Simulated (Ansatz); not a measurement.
# H₂O₆Ta₂: what the fields show

Input

```
crystal:
  periodic: [false, false, false]
  atoms:
    - {symbol: Ta, position_ang: [0.114257, 0.212480, -1.071005]}
    - {symbol: Ta, position_ang: [0.186695, -0.242869, 1.944134]}
    - {symbol: O, position_ang: [-1.120714, -1.188385, 2.583346]}
    - {symbol: O, position_ang: [-0.294167, 1.376217, 0.886697]}
    - {symbol: O, position_ang: [-1.248050, 1.435322, -0.227934]}
    - {symbol: O, position_ang: [-0.726642, -0.743296, -2.489920]}
    - {symbol: O, position_ang: [0.795058, -1.051043, 0.330671]}
    - {symbol: O, position_ang: [1.432560, 1.124547, -1.738386]}
    - {symbol: H, position_ang: [1.440279, -0.107382, 3.231234]}
    - {symbol: H, position_ang: [-0.579276, -0.815603, -3.448839]}
basis:
  gaussian: {orbitals: def2-TZVP, initial_orbitals: start.molden}
hamiltonian: {xc: pbe0, dispersion: d4}
scf: {omitted_lower_state_checks: [starts]}
output: {orbitals: {seedname: orbitals}}
```

Launched as:

```sh
ansatz run in.yaml --threads 4 --pin off --events-out ev --progress --plain --max-ram 4787MiB
```

Geometry: PBE-D4/def2-SVP; core potentials replace the inner electrons of Ta.

All numbers below come from RKS PBE0-D4/def2-TZVP (Ansatz).

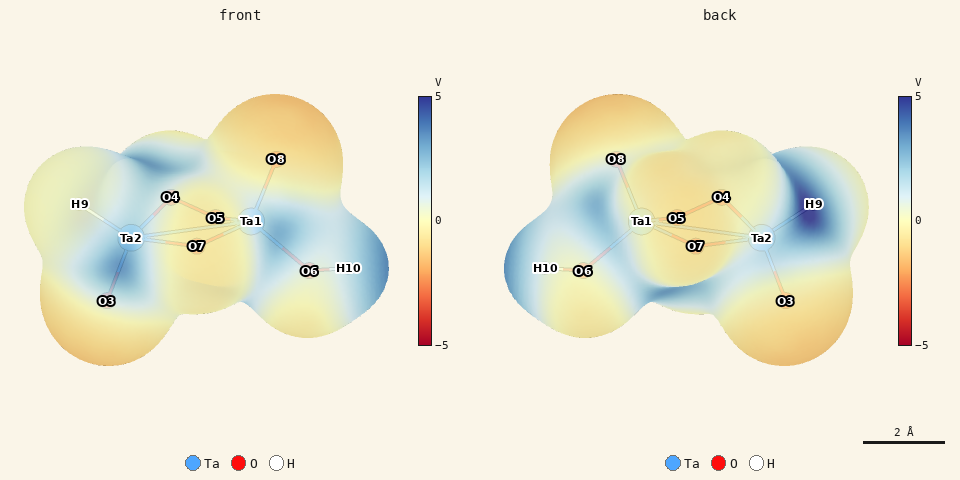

Figure 1. The electrostatic potential painted on the density surface at 0.002 e/bohr³, seen from the front and from behind; the colour scale runs from red (negative) to blue (positive).

> Which sites attract a positive test charge, and which a negative one?

A positive charge is drawn to the negative regions and a negative charge to the positive ones. The most negative region (about −1.4 V) lies over O8, the most positive (about +4.7 V) over Ta2. O8 is the likeliest acceptor of a hydrogen bond.

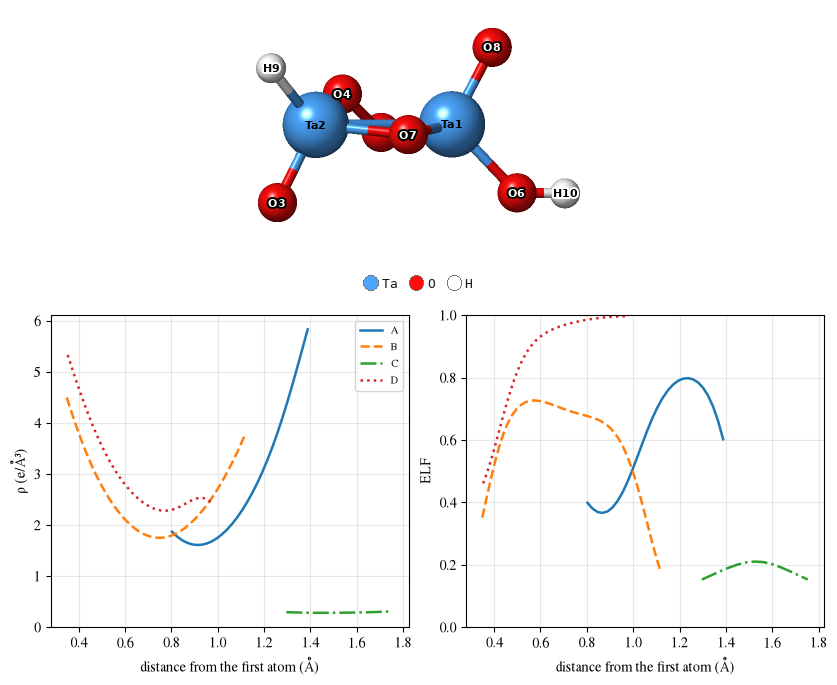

Figure 2. Electron density and electron localisation function along straight lines between neighbouring atoms. The curves leave out the atomic cores. The structure is drawn too.

> Which curve belongs to which contact (O–H, O–O, Ta–O and Ta–Ta)? The first atom named is at distance zero.

Curve A: Ta–O (1.74 Å): the density is about 1.7 e/Å³ at the midpoint; the ELF peaks at about 0.80 in the valence shell of O, 0.5 Å from its nucleus, and drops to about 0.35 between the two atoms. Curve B: O–O (1.47 Å): ρ at the midpoint is about 1.8 e/Å³; the ELF peaks at about 0.75 between the atoms. Curve C: Ta–Ta (3.05 Å): ρ at the midpoint is about 0.28 e/Å³; the ELF is about 0.20 at the midpoint. Curve D: O–H (0.97 Å): ρ at the midpoint is about 3.7 e/Å³; the ELF climbs to about 1 towards the hydrogen, as it does in any bond to H: an ordinary covalent bond to hydrogen.

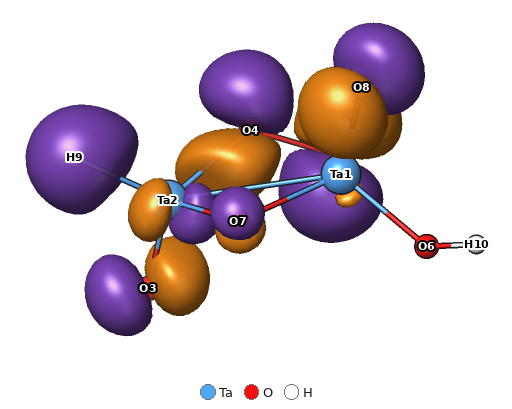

Figure 3. One frontier orbital at ±0.08 Å⁻³ᐟ² (orange and purple are the two phases), seen at a tilt.

> Which orbital is it: HOMO or LUMO?

The HOMO, at −8.92 eV. Its weight (Hirshfeld) is mainly on O5 (about 40 %), O4 (about 20 %), O8 (about 15 %), Ta2 (about 10 %) and O3 (about 5 %).
